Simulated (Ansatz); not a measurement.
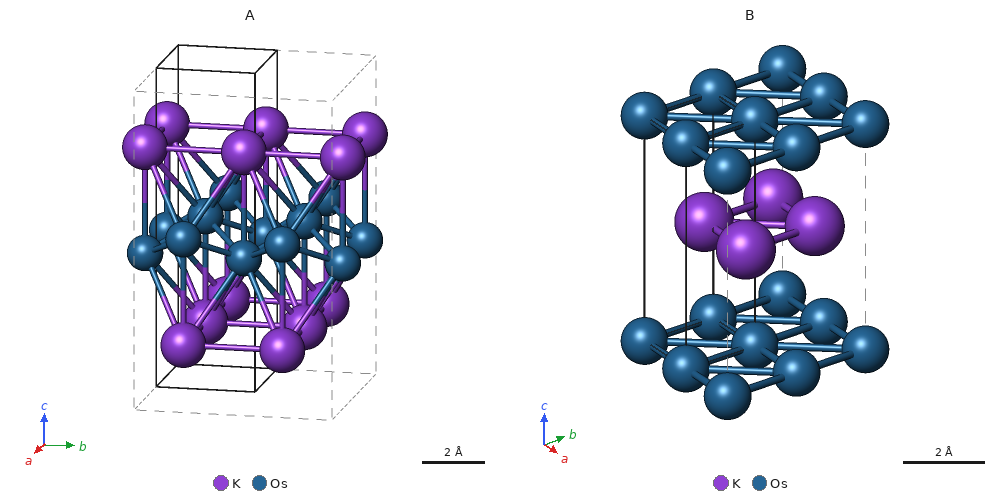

Two structures of KOs, each relaxed to rest (conventional cells in solid outline, small ones repeated, not to one scale). Method: DFT PBE, scalar-relativistic, plane waves, PAW (Ansatz 0.2.0), without spin polarisation.

Question: Give the type and space group of each.

Answer: A: 4 atoms a cell on a primitive tetragonal lattice, P4/nmm. B: 2 atoms a cell on a primitive hexagonal lattice, P-6m2.

Question: Which is the more stable form at this level of theory?

Answer: A is lower, by 459 meV/atom at this level of theory (energies at zero smearing). Volumes: A 29.1, B 19.4 Å³/atom.

One or both may be structure types tried for this composition rather than known phases.
